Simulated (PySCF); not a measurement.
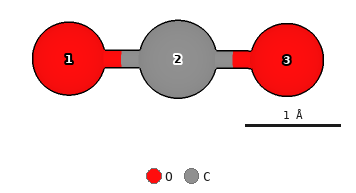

*The structure (ball-and-stick view, seen on its broad side; atoms are numbered from 1 in the order of the input).*

# Run report: CO2, single-point calculation

- system: CO2
- method: B3LYP/def2-TZVPP, RKS, dispersion D4 (PySCF 2.14.0)

The geometry was optimised with PBE0-D4/def2-TZVP.

Output
```
converged SCF energy = -188.671496192715
E(B3LYP) = -188.671496193
```

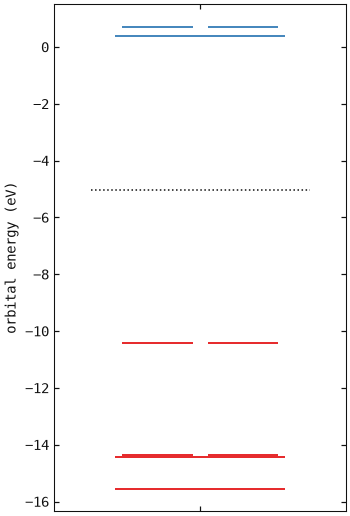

*Orbital energies near the frontier; the dotted line parts filled from empty levels, and levels within 0.02 eV of each other stand side by side.*

Highest filled −10.42 eV, lowest empty 0.38 eV, 10.80 eV apart.

The run was set up as follows.

Input file (run.py)
```python
from pyscf import gto, dft

mol = gto.M(
    atom='geometry.xyz',
    verbose=3,
    basis='def2-tzvpp',
    max_memory=1860,
)

calc0 = dft.RKS(mol)
calc0.xc = 'b3lyp'
calc0.grids.level = 5
calc0.conv_tol = 1e-10
calc0.disp = 'd4'
calc0.kernel()
if not calc0.converged:
    calc0 = calc0.newton().run(calc0.mo_coeff, calc0.mo_occ)

e_tot = calc0.e_tot
print('E(%s) = %.9f' % ('B3LYP', e_tot))
```

File geometry.xyz
```
3

O      0.409000    -1.085094     0.060274
C      0.006083    -0.002217     0.003425
O     -0.396816     1.080655    -0.053392
```

Launch command:
```bash
OMP_NUM_THREADS=1 python run.py
```

Summary

| quantity | value |
| --- | --- |
| outcome | converged |
| total energy | −188.671496 hartree |
| dispersion energy | −0.001595 hartree |
| basis functions | 93 |
| HOMO | −10.42 eV |
| LUMO | 0.38 eV |
| dipole moment | 0.00 D |
| hardware | 1 thread of Arm Neoverse V1, 24 GiB of memory available, shared host |
| wall time | 8.7 s |
| peak memory | 0.44 GiB |
